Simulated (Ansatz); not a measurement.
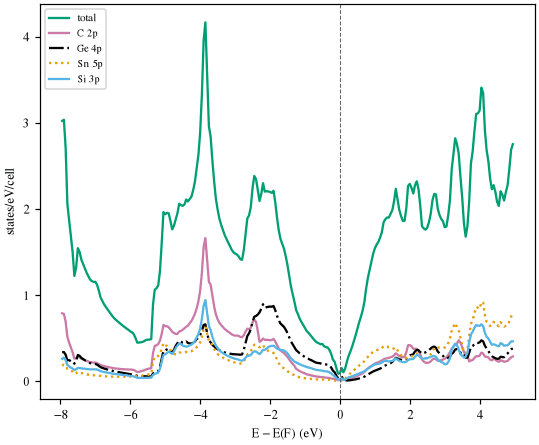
Figure: Total and projected density of states of SiSnGeC in space group R3m (No. 160; C on 3a, Si on 3a, Ge on 3a, Sn on 3a), plane-wave PAW PBEsol (Ansatz code)

Task: Which orbitals carry the states next to the Fermi level?

Result: Within 0.5 eV of the Fermi level: Ge 4p 27 %, Si 3p 21 %, Sn 5p 15 %, C 2p 11 %, C 2s 11 %, Sn 5s 6 %, outside the projected shells 5 %. Projections are on Löwdin-orthogonalised atomic valence shells; empty p or d shells of many metals are not among them.

Task: Where is the tallest occupied peak in this window, and what makes it?

Result: Near -3.8 eV, about 4.2 states/eV per cell; the largest projected share is C 2p.

The start of the workflow was typed in or built on a structure type; neither database checked (COD, Materials Project) lists it. Whether it is the stable phase at ambient conditions was not checked. The PBEsol relaxation kept the symmetry of its start; whether a distortion lowers the energy is not shown. The volume moved by 21 % from the start of the relaxation. Its formation energy is positive at this level, so the cell may be metastable or incomplete. Scalar-relativistic: spin–orbit coupling is off unless named, which matters more the heavier the elements.

Potentials: the later of the program's two PAW sets.
